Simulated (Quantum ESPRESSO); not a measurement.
# BaLiF3 (Pm-3m): modes at Γ and the response to a field

Aim: the zone-centre modes of BaLiF3 (Pm-3m).

Calculated with Quantum ESPRESSO 7.5; DFT LDA, scalar-relativistic, plane waves, PseudoDojo norm-conserving pseudopotentials.

## (1) The structure

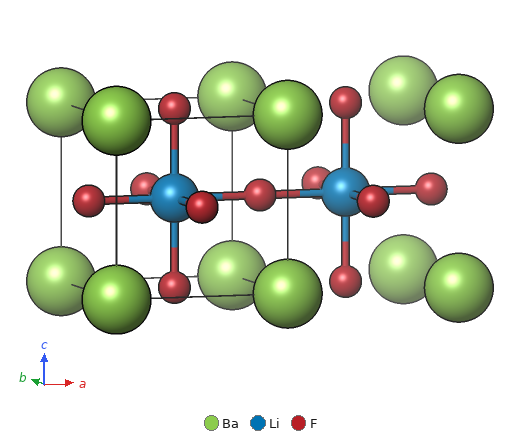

Start, viewed slightly off an axis; barium green, lithium blue, fluorine red. 2×1×1 cells are drawn. Some periodic images of atoms are drawn too.

As a file:

```
CELL_PARAMETERS angstrom
3.98858 0.00000 0.00000
0.00000 3.98858 0.00000
0.00000 0.00000 3.98858
ATOMIC_POSITIONS crystal
Ba 0.00000 0.00000 0.00000
Li 0.50000 0.50000 0.50000
F 0.00000 0.50000 0.50000
F 0.50000 0.50000 0.00000
F 0.50000 0.00000 0.50000
```

## (2) A probe with smearing

A cheap run with smearing and empty bands tells whether the crystal has a gap, which decides between fixed occupations and smearing later on.

Input file probe.in:

```
&control
   calculation = 'scf'
   prefix = 'x'
   outdir = './tmp'
   pseudo_dir = './pseudo'
   tprnfor = .true.
   tstress = .true.
   verbosity = 'high'
/
&system
   ibrav = 1
   celldm(1) = 7.53732693
   nat = 5
   ntyp = 3
   ecutwfc = 92.0
   occupations = 'smearing'
   smearing = 'gaussian'
   degauss = 0.01
/
&electrons
   conv_thr = 1.0d-07
   mixing_beta = 0.7
   electron_maxstep = 100
/
ATOMIC_SPECIES
 Ba    137.3270  Ba.upf
 Li      6.9400  Li.upf
 F      18.9984  F.upf
ATOMIC_POSITIONS crystal
 Ba     0.000000000   0.000000000   0.000000000
 Li     0.500000000   0.500000000   0.500000000
 F      0.000000000   0.500000000   0.500000000
 F      0.500000000   0.500000000   0.000000000
 F      0.500000000   0.000000000   0.500000000
K_POINTS automatic
 4 4 4 0 0 0
```

The run is started by

```bash
$ OMP_NUM_THREADS=1 mpirun -n 4 pw.x -nk 4 -in probe.in > probe.out
```

The log of the run:

```text
[banners, grids, parts of the stress and lines that vanish by symmetry left out]
Program PWSCF v.7.5
     bravais-lattice index     =            1
     lattice parameter (alat)  =       7.5373  a.u.
[...]
kinetic-energy cutoff     =      92.0000  Ry
     charge density cutoff     =     368.0000  Ry
     scf convergence threshold =      1.0E-07
[...]
Exchange-correlation= SLA  PW   NOGX NOGC
                           (   1   4   0   0   0   0   0)
[...]
48 Sym. Ops., with inversion, found
[...]
(     0          1          0      )
                  (     0          0          1      )
[...]
(  0.0000000  1.0000000  0.0000000 )
                  (  0.0000000  0.0000000  1.0000000 )
[...]
(     0         -1          0      )
                  (     0          0          1      )
[...]
( -1.0000000  0.0000000  0.0000000 )
                  (  0.0000000  1.0000000  0.0000000 )
[...]
number of k points=    10  Gaussian smearing, width (Ry)=  0.0100
[...]
End of self-consistent calculation
[...]
the Fermi energy is     7.7513 ev
!    total energy              =    -218.83598482 Ry
[...]
convergence has been achieved in   7 iterations
[...]
atom    1 type  1   force =     0.00000000    0.00000000    0.00000000
     atom    2 type  2   force =     0.00000000    0.00000000    0.00000000
     atom    3 type  3   force =     0.00000000    0.00000000    0.00000000
     atom    4 type  3   force =     0.00000000    0.00000000    0.00000000
     atom    5 type  3   force =     0.00000000    0.00000000    0.00000000
[...]
Total force =     0.000000     Total SCF correction =     0.000000
[...]
total   stress  (Ry/bohr**3)                   (kbar)     P=      -57.46
[...]
XML data file, charge density, pseudopotentials, collected wavefunctions

   JOB DONE.
```

Elapsed: 6.8 s, on 4 MPI ranks of Intel Xeon at 2.70GHz, shared host.

Numbers from this step:

```
volume per atom   : 12.69 Å³
pressure          : -5.746 GPa
gap on the k-mesh : 6.550 eV
```

A gap of 6.6 eV opens on this mesh, so the crystal is taken as an insulator; the start stands at -5.7 GPa.

## (3) Relaxation

The relaxation runs at a cutoff a fifth above that of the response, since stress converges more slowly with the basis than frequencies do. Forces and stress are brought to rest with tight thresholds.

Input file relax.in:

```
&control
   calculation = 'vc-relax'
   prefix = 'x'
   outdir = './tmp'
   pseudo_dir = './pseudo'
   tprnfor = .true.
   tstress = .true.
   forc_conv_thr = 2.0d-05
   etot_conv_thr = 1.0d-07
   nstep = 40
/
&system
   ibrav = 1
   celldm(1) = 7.53732693
   nat = 5
   ntyp = 3
   ecutwfc = 110
   occupations = 'fixed'
   nbnd = 19
/
&electrons
   conv_thr = 1.0d-11
   mixing_beta = 0.7
   electron_maxstep = 100
/
&ions
/
&cell
   press_conv_thr = 0.2
/
ATOMIC_SPECIES
 Ba    137.3270  Ba.upf
 Li      6.9400  Li.upf
 F      18.9984  F.upf
ATOMIC_POSITIONS crystal
 Ba     0.000000000   0.000000000   0.000000000
 Li     0.500000000   0.500000000   0.500000000
 F      0.000000000   0.500000000   0.500000000
 F      0.500000000   0.500000000   0.000000000
 F      0.500000000   0.000000000   0.500000000
K_POINTS automatic
 6 6 6 0 0 0
```

The run is started by

```bash
$ OMP_NUM_THREADS=1 mpirun -n 4 pw.x -nk 4 -in relax.in > relax.out
```

The log of the run:

```text
[banners, grids, parts of the stress and lines that vanish by symmetry left out]
[banner, memory and clock lines left out]
Program PWSCF v.7.5

[...]
kinetic-energy cutoff     =     110.0000  Ry
     charge density cutoff     =     440.0000  Ry
     scf convergence threshold =      1.0E-11
[...]
energy convergence thresh.=      1.0E-07
     force convergence thresh. =      2.0E-05
     press convergence thresh. =      2.0E-01
     Exchange-correlation= SLA  PW   NOGX NOGC
                           (   1   4   0   0   0   0   0)
[...]
48 Sym. Ops., with inversion, found
[...]
number of k points=    20
[...]
End of self-consistent calculation
[...]
highest occupied, lowest unoccupied level (ev):     4.5474   11.0980
!    total energy              =    -218.83605773 Ry
[...]
convergence has been achieved in  12 iterations
[...]
atom    1 type  1   force =     0.00000000    0.00000000    0.00000000
     atom    2 type  2   force =     0.00000000    0.00000000    0.00000000
     atom    3 type  3   force =     0.00000000    0.00000000    0.00000000
     atom    4 type  3   force =     0.00000000    0.00000000    0.00000000
     atom    5 type  3   force =     0.00000000    0.00000000    0.00000000
     Total force =     0.000000     Total SCF correction =     0.000000
[...]
total   stress  (Ry/bohr**3)                   (kbar)     P=      -57.14
[...]
number of bfgs steps    =   0
[...]
CELL_PARAMETERS (alat=  7.53732693)
[...]
ATOMIC_POSITIONS (crystal)
Ba               0.0000000000        0.0000000000        0.0000000000
Li               0.5000000000        0.5000000000        0.5000000000
F                0.0000000000        0.5000000000        0.5000000000
F                0.5000000000        0.5000000000        0.0000000000
[...]
New effective cutoffs (rho, wfc):  448.54  112.16
[...]
End of self-consistent calculation
[...]
highest occupied, lowest unoccupied level (ev):     4.8821   11.4754
!    total energy              =    -218.84002511 Ry
[...]
convergence has been achieved in   7 iterations
[...]
atom    1 type  1   force =     0.00000000    0.00000000    0.00000000
     atom    2 type  2   force =     0.00000000    0.00000000    0.00000000
     atom    3 type  3   force =     0.00000000    0.00000000    0.00000000
     atom    4 type  3   force =     0.00000000    0.00000000    0.00000000
     atom    5 type  3   force =     0.00000000    0.00000000    0.00000000
     Total force =     0.000000     Total SCF correction =     0.000000
[...]
total   stress  (Ry/bohr**3)                   (kbar)     P=      -36.75
[...]
number of bfgs steps    =   1
[...]
CELL_PARAMETERS (alat=  7.53732693)
[...]
ATOMIC_POSITIONS (crystal)
[...]
New effective cutoffs (rho, wfc):  462.03  115.53
[...]
End of self-consistent calculation
[...]
highest occupied, lowest unoccupied level (ev):     5.4167   12.0676
!    total energy              =    -218.84235375 Ry
[...]
convergence has been achieved in   9 iterations
[...]
atom    1 type  1   force =     0.00000000    0.00000000    0.00000000
     atom    2 type  2   force =     0.00000000    0.00000000    0.00000000
     atom    3 type  3   force =     0.00000000    0.00000000    0.00000000
     atom    4 type  3   force =     0.00000000    0.00000000    0.00000000
[...]
Total force =     0.000000     Total SCF correction =     0.000000
[...]
total   stress  (Ry/bohr**3)                   (kbar)     P=        0.48
[...]
number of bfgs steps    =   2
[...]
CELL_PARAMETERS (alat=  7.53732693)
[...]
ATOMIC_POSITIONS (crystal)
[...]
New effective cutoffs (rho, wfc):  461.86  115.49
[...]
End of self-consistent calculation
[...]
highest occupied, lowest unoccupied level (ev):     5.4098   12.0600
!    total energy              =    -218.84235408 Ry
[...]
convergence has been achieved in   5 iterations
[...]
Total force =     0.000000     Total SCF correction =     0.000000
[...]
total   stress  (Ry/bohr**3)                   (kbar)     P=       -0.04
[...]
number of bfgs steps    =   3
[...]
small trust_radius: resetting bfgs history
[...]
CELL_PARAMETERS (alat=  7.53732693)
[...]
ATOMIC_POSITIONS (crystal)
[...]
New effective cutoffs (rho, wfc):  461.87  115.49
[...]
End of self-consistent calculation
[...]
highest occupied, lowest unoccupied level (ev):     5.4101   12.0603
!    total energy              =    -218.84235408 Ry
[...]
convergence has been achieved in   3 iterations
[...]
atom    3 type  3   force =     0.00000000    0.00000000    0.00000000
     atom    4 type  3   force =     0.00000000    0.00000000    0.00000000
     atom    5 type  3   force =     0.00000000    0.00000000    0.00000000
     Total force =     0.000000     Total SCF correction =     0.000000
[...]
total   stress  (Ry/bohr**3)                   (kbar)     P=       -0.02
[...]
bfgs converged in   5 scf cycles and   4 bfgs steps
[...]
End of BFGS Geometry Optimization
     Final enthalpy           =    -218.8423540768 Ry
     File ./tmp/x.bfgs deleted, as requested
[...]
CELL_PARAMETERS (alat=  7.53732693)
[...]
ATOMIC_POSITIONS (crystal)
[...]
F                0.5000000000        0.5000000000        0.0000000000
F                0.5000000000        0.0000000000        0.5000000000
[...]
Final scf calculation at the relaxed structure.
[...]
kinetic-energy cutoff     =     110.0000  Ry
     charge density cutoff     =     440.0000  Ry
     scf convergence threshold =      1.0E-13
[...]
press convergence thresh. =      2.0E-01
     Exchange-correlation= SLA  PW   NOGX NOGC
                           (   1   4   0   0   0   0   0)
[...]
48 Sym. Ops., with inversion, found
[...]
number of k points=    20
[...]
End of self-consistent calculation
[...]
highest occupied, lowest unoccupied level (ev):     5.4101   12.0603
!    total energy              =    -218.84235197 Ry
[...]
convergence has been achieved in  14 iterations
[...]
atom    1 type  1   force =     0.00000000    0.00000000    0.00000000
     atom    2 type  2   force =     0.00000000    0.00000000    0.00000000
     atom    3 type  3   force =     0.00000000    0.00000000    0.00000000
     atom    4 type  3   force =     0.00000000    0.00000000    0.00000000
     atom    5 type  3   force =     0.00000000    0.00000000    0.00000000
     Total force =     0.000000     Total SCF correction =     0.000000
[...]
total   stress  (Ry/bohr**3)                   (kbar)     P=       -0.01
[...]
XML data file, charge density, pseudopotentials, collected wavefunctions
```

It took 73 s on 4 MPI ranks; 4.8 min of CPU time.

Step by step:

| step | energy less that of the first step (eV) | largest force (eV/Å) | pressure (GPa) | volume (Å³) |
| --- | --- | --- | --- | --- |
| 1 | 0.0000 | 0.0000 | -5.71 | 63.45 |
| 2 | -0.0540 | 0.0000 | -3.67 | 61.62 |
| 3 | -0.0857 | 0.0000 | 0.05 | 58.94 |
| 4 | -0.0857 | 0.0000 | 0.00 | 58.98 |
| 5 | -0.0857 | 0.0000 | 0.00 | 58.98 |
| 6 | -0.0856 | 0.0000 | 0.00 | 58.98 |

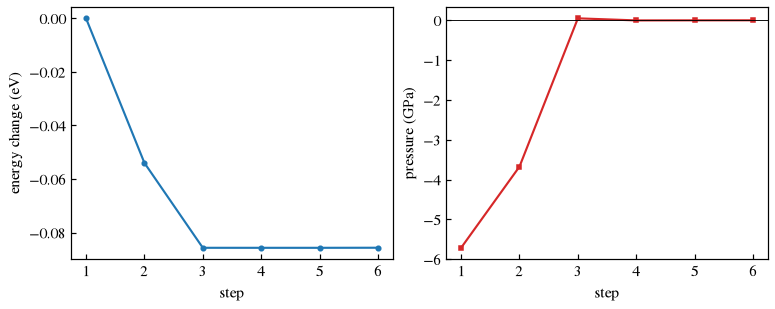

Energy and pressure along the relaxation.

| conventional cell, symmetrised | before | after | change |
| --- | --- | --- | --- |
| a (Å) | 3.989 | 3.892 | -2.4 % |
| b (Å) | 3.989 | 3.892 | -2.4 % |
| c (Å) | 3.989 | 3.892 | -2.4 % |
| volume (Å³/atom) | 12.69 | 11.80 | -7.1 % |

The relaxed structure:

```
CELL_PARAMETERS angstrom
3.89246 0.00000 0.00000
0.00000 3.89246 0.00000
0.00000 0.00000 3.89246
ATOMIC_POSITIONS crystal
Ba 0.00000 0.00000 0.00000
Li 0.50000 0.50000 0.50000
F 0.00000 0.50000 0.50000
F 0.50000 0.50000 0.00000
F 0.50000 0.00000 0.50000
```

The last row of the table of steps is pw.x's closing run on a basis chosen anew for the final cell, so its energy can jump.

This step gave:

```
volume per atom   : 11.80 Å³
pressure          : -0.001 GPa
gap on the k-mesh : 6.650 eV
```

The volume changes by -7.1 % from the cell with which this run began.

## (4) Self-consistent run for the response

The response is built on this ground state, so it is converged far tighter than an energy would need. With a gap, occupations are fixed, which also allows the response to an electric field.

Input file scf.in:

```
&control
   calculation = 'scf'
   prefix = 'x'
   outdir = './tmp'
   pseudo_dir = './pseudo'
   tprnfor = .true.
   tstress = .true.
/
&system
   ibrav = 1
   celldm(1) = 7.35567489
   nat = 5
   ntyp = 3
   ecutwfc = 92.0
   occupations = 'fixed'
   nbnd = 19
/
&electrons
   conv_thr = 1.0d-12
   mixing_beta = 0.7
   electron_maxstep = 100
/
ATOMIC_SPECIES
 Ba    137.3270  Ba.upf
 Li      6.9400  Li.upf
 F      18.9984  F.upf
ATOMIC_POSITIONS crystal
 Ba     0.000000000   0.000000000   0.000000000
 Li     0.500000000   0.500000000   0.500000000
 F      0.000000000   0.500000000   0.500000000
 F      0.500000000   0.500000000   0.000000000
 F      0.500000000   0.000000000   0.500000000
K_POINTS automatic
 8 8 8 0 0 0
```

The run is started by

```bash
$ OMP_NUM_THREADS=1 mpirun -n 4 pw.x -nk 4 -in scf.in > scf.out
```

The log of the run:

```text
[banners, grids, parts of the stress and lines that vanish by symmetry left out]
[banner, memory and clock lines left out]
Program PWSCF v.7.5

[...]
kinetic-energy cutoff     =      92.0000  Ry
     charge density cutoff     =     368.0000  Ry
     scf convergence threshold =      1.0E-12
[...]
Exchange-correlation= SLA  PW   NOGX NOGC
                           (   1   4   0   0   0   0   0)
[...]
48 Sym. Ops., with inversion, found
[...]
number of k points=    35
[...]
End of self-consistent calculation
[...]
highest occupied, lowest unoccupied level (ev):     5.4101   12.0603
!    total energy              =    -218.84228620 Ry
[...]
convergence has been achieved in  12 iterations
[...]
atom    1 type  1   force =     0.00000000    0.00000000    0.00000000
     atom    2 type  2   force =     0.00000000    0.00000000    0.00000000
     atom    3 type  3   force =     0.00000000    0.00000000    0.00000000
     atom    4 type  3   force =     0.00000000    0.00000000    0.00000000
     atom    5 type  3   force =     0.00000000    0.00000000    0.00000000
     Total force =     0.000000     Total SCF correction =     0.000000
[...]
total   stress  (Ry/bohr**3)                   (kbar)     P=       -0.11
[...]
XML data file, charge density, pseudopotentials, collected wavefunctions
```

Elapsed: 20 s, on 4 MPI ranks; 79 s of CPU time.

This step gave:

```yaml
pressure: -0.01100 GPa
```

The cell stands at -0.011 GPa, close enough for phonons.

(Continued in part 2 of 3.)

[Host names and launcher messages were left out of these logs when they were recorded.]

[Logs are printed without paths, hosts, clocks, repeated set-up lines and the standing remarks that a program may print on its own settings, such as how far it seeks lower states.]

[Hosts, paths, dates, database ids (printed as entryN), source tags and the programs' standing remarks are cut or masked in the printed files.]
